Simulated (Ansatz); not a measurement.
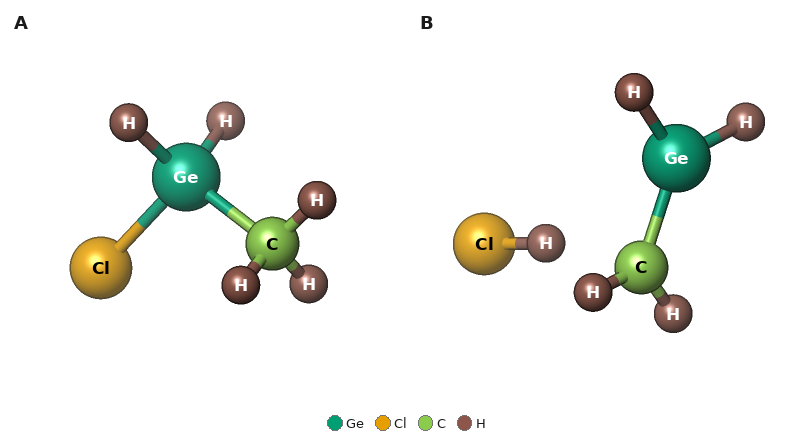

2 stationary structures of one formula. Geometries: PBE0-D4/def2-TZVP. Electronic energies: CCSD(T)/CBS (MP2 limit from def2-TZVPP and def2-QZVPP plus CCSD(T) − MP2) (Ansatz 0.2.0), without zero-point energy. Each is one conformer, not always the lowest.

> Rank them by energy, lowest first.

A is lowest (Cs, a minimum); B lies 65.4 kcal/mol above it (Cs, a minimum).

Give E(B) − E(A) in kcal/mol at these levels too: ωB97X-V/def2-TZVPP; B2PLYP (frozen core)/def2-TZVPP; PBE-QIDH (frozen core)/def2-TZVPP; PBE-D4/def2-TZVPP; RHF-CCSD(T) (frozen core)/def2-TZVPP; CCSD(T)/CBS (MP2 limit from def2-TZVPP and def2-QZVPP plus CCSD(T) − MP2); B3LYP-D4/def2-TZVPP; RHF-MP2 (frozen core)/def2-QZVPP.

| level | E(B) − E(A) (kcal/mol) |
| --- | --- |
| ωB97X-V/def2-TZVPP | +71.3 |
| B2PLYP (frozen core)/def2-TZVPP | +66.0 |
| PBE-QIDH (frozen core)/def2-TZVPP | +71.1 |
| PBE-D4/def2-TZVPP | +63.0 |
| RHF-CCSD(T) (frozen core)/def2-TZVPP | +66.0 |
| CCSD(T)/CBS (MP2 limit from def2-TZVPP and def2-QZVPP plus CCSD(T) − MP2) | +65.4 |
| B3LYP-D4/def2-TZVPP | +65.1 |
| RHF-MP2 (frozen core)/def2-QZVPP | +66.9 |
